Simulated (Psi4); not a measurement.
# M06-2X/def2-TZVPPD run of GaF (SMILES [F][Ga])

What is the energy change on altering one bond length of GaF at M06-2X/def2-TZVPPD? 

Program for the calculation: Psi4 1.11.

1 further run of the same task is left out (it didn't finish).

## 1. The system as given

GaF has 2 atoms, charge 0, and is taken as a singlet. As SMILES, `[F][Ga]`. The shape is that of a PBE0-D4/def2-TZVP optimisation.

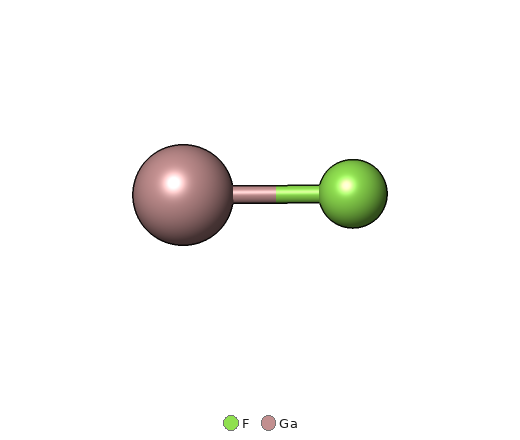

Viewed from a chosen angle; fluorine green, gallium pink.

## 2. Energy and gradient at M06-2X/def2-TZVPPD

Contents of job.dat:

```
memory 2200 mb

molecule mol {
  F      0.000000     0.000000     0.006300
  Ga     0.000000     0.000000     1.792850
  symmetry c1
}

set {
  basis def2-TZVPPD
  puream true
  e_convergence 1e-09
  d_convergence 1e-08
  scf_type pk
  dft_radial_points 99
  dft_spherical_points 590
}

e_tot, wfn = gradient("m06-2x", return_wfn=True)
oeprop(wfn, "DIPOLE", "MAYER_INDICES", "QUADRUPOLE")
```

On the command line:

```console
$ psi4 job.dat job.out -n 1
```

job.out, shortened:

```text
[...]
  Running in c1 symmetry.
[...]
  Nuclear repulsion =   82.639971888237099
[...]
  Multiplicity = 1
[...]
  Nalpha       = 20
  Nbeta        = 20
[...]
    Number of basis functions: 94
[...]
   @RKS iter   1: -2023.14682283368643   -2.56804e+00   3.29440e-02 ADIIS/DIIS
[...]
   @RKS iter  12: -2024.75991327874658   -1.81899e-12   1.21234e-09 DIIS
[...]
    Orbital Energies [Eh]
    ---------------------
    Doubly Occupied:
       1A   -374.759507     2A    -46.633470     3A    -41.387793
       4A    -41.387793     5A    -41.385223     6A    -25.178703
       7A     -5.763754     8A     -4.036685     9A     -4.036685
      10A     -4.029454    11A     -1.253805    12A     -1.003728
      13A     -1.003727    14A     -0.997895    15A     -0.997895
      16A     -0.992201    17A     -0.523033    18A     -0.464361
      19A     -0.464361    20A     -0.319793
[...]
  @RKS Final Energy: -2024.75991327874658
   => Energetics <=
    Nuclear Repulsion Energy =             82.6399718882370991
    One-Electron Energy =               -2989.4967612049417767
    Two-Electron Energy =                 922.5232300461736941
    DFT Exchange-Correlation Energy =     -40.4263540082157391
    Empirical Dispersion Energy =           0.0000000000000000
    VV10 Nonlocal Energy =                  0.0000000000000000
    Total Energy =                      -2024.7599132787465805
[...]
  -Total Gradient:
     Atom            X                  Y                   Z
    ------   -----------------  -----------------  -----------------
       1       -0.000000000000    -0.000000000000     0.000679482148
       2       -0.000000000001     0.000000000001    -0.000749429572
[...]
 Multipole Moments:
 ------------------------------------------------------------------------------------
     Multipole            Electronic (a.u.)      Nuclear  (a.u.)        Total (a.u.)
 ------------------------------------------------------------------------------------
 L = 1.  Multiply by 2.5417464519 to convert [e a0] to [Debye]
 Dipole X            :          0.0000000            0.0000000            0.0000000
 Dipole Y            :          0.0000000            0.0000000            0.0000000
 Dipole Z            :          2.1031057           -1.2049111            0.8981946
 Magnitude           :                                                    0.8981946
 L = 2.  Multiply by 1.3450342976 to convert [e a0^2] to [Debye ang]
 Quadrupole XX       :        -14.2966002            0.0000000          -14.2966002
 Quadrupole XY       :         -0.0000000            0.0000000           -0.0000000
[...]
```

It took 37 s on 1 thread of Intel Xeon at 2.50GHz (Skylake/Cascade Lake), shared host; peak memory 1 GiB.

## 3. The distorted shape, same level

Contents of calc.py:

```python
import psi4

psi4.set_memory('2200 MB')
psi4.set_num_threads(1)
psi4.set_output_file('fga.out', False)

geom = psi4.geometry("""
F      0.000000     0.000000    -2.137550
Ga     0.000000     0.000000     1.792850
units angstrom
symmetry c1
""")

psi4.set_options({
    'basis': 'def2-TZVPPD',
    'reference': 'rks',
    'puream': True,
    'e_convergence': 1e-09,
    'd_convergence': 1e-08,
    'scf_type': 'pk',
    'dft_radial_points': 99,
    'dft_spherical_points': 590,
})

energy_value = psi4.gradient("M06-2X")
print('gradient / Eh bohr^-1')
print(energy_value.np.round(6))
```

On the command line:

```console
$ python calc.py
```

fga.out, shortened:

```text
[...]
  Running in c1 symmetry.
[...]
  Nuclear repulsion =   37.563719157574290
[...]
  Multiplicity = 1
[...]
  Nalpha       = 20
  Nbeta        = 20
[...]
    Number of basis functions: 94
[...]
   @RKS iter   1: -2022.98974376755859   -2.88320e+00   3.27122e-02 ADIIS/DIIS
[...]
   @RKS iter  15: -2024.58685362960432   -9.57243e-11   6.75886e-09 DIIS
[...]
    Orbital Energies [Eh]
    ---------------------
    Doubly Occupied:
       1A   -374.908792     2A    -46.781860     3A    -41.535276
       4A    -41.535276     5A    -41.534996     6A    -24.978671
       7A     -5.907065     8A     -4.176798     9A     -4.176798
      10A     -4.175494    11A     -1.141927    12A     -1.141927
      13A     -1.140665    14A     -1.140665    15A     -1.140226
      16A     -1.013015    17A     -0.484618    18A     -0.249934
      19A     -0.249934    20A     -0.241528
[...]
  @RKS Final Energy: -2024.58685362960432
   => Energetics <=
    Nuclear Repulsion Energy =             37.5637191575742904
    One-Electron Energy =               -2896.9607168024085695
    Two-Electron Energy =                 875.1829973328176493
    DFT Exchange-Correlation Energy =     -40.3728533175876834
    Empirical Dispersion Energy =           0.0000000000000000
    VV10 Nonlocal Energy =                  0.0000000000000000
    Total Energy =                      -2024.5868536296043203
[...]
 Multipole Moments:
 ------------------------------------------------------------------------------------
     Multipole            Electronic (a.u.)      Nuclear  (a.u.)        Total (a.u.)
 ------------------------------------------------------------------------------------
 L = 1.  Multiply by 2.5417464519 to convert [e a0] to [Debye]
 Dipole X            :         -0.0000000            0.0000000           -0.0000000
 Dipole Y            :         -0.0000000            0.0000000           -0.0000000
 Dipole Z            :          8.8016557           -2.6507977            6.1508581
 Magnitude           :                                                    6.1508581
[...]
  -Total Gradient:
     Atom            X                  Y                   Z
    ------   -----------------  -----------------  -----------------
       1        0.000000000000     0.000000000000    -0.022639706345
       2       -0.000000000001     0.000000000001     0.022658854208
[...]
```

The script printed:

```text
gradient / Eh bohr^-1
[[ 0.        0.       -0.02264 ]
 [-0.        0.        0.022659]]
```

It took 32 s on 1 thread of Intel Xeon at 2.50GHz (Skylake/Cascade Lake), shared host; peak memory 0.95 GiB.

## 4. Outcome

At M06-2X/def2-TZVPPD:

| quantity | value |
| --- | --- |
| first shape: total energy | -2024.75991 Eh |
| first shape: dipole moment | 2.28 D |
| first shape: HOMO energy | -8.70 eV |
| first shape: LUMO energy | -0.71 eV |
| first shape: HOMO–LUMO gap | 8.00 eV |
| first shape: largest force on an atom | 0.039 eV/Å |
| distorted shape: total energy | -2024.58685 Eh |
| distorted shape: dipole moment | 15.63 D |
| distorted shape: HOMO energy | -6.57 eV |
| distorted shape: LUMO energy | -3.36 eV |
| distorted shape: HOMO–LUMO gap | 3.21 eV |
| distorted shape: largest force on an atom | 1.165 eV/Å |
| energy change with the F1–Ga2 bond stretched from 1.787 to 3.930 Å | 4.709 eV |

With the F1–Ga2 bond stretched from 1.787 to 3.930 Å the energy rises by 4.71 eV (109 kcal/mol). The first shape isn't relaxed at this level, so the change isn't measured from a minimum.
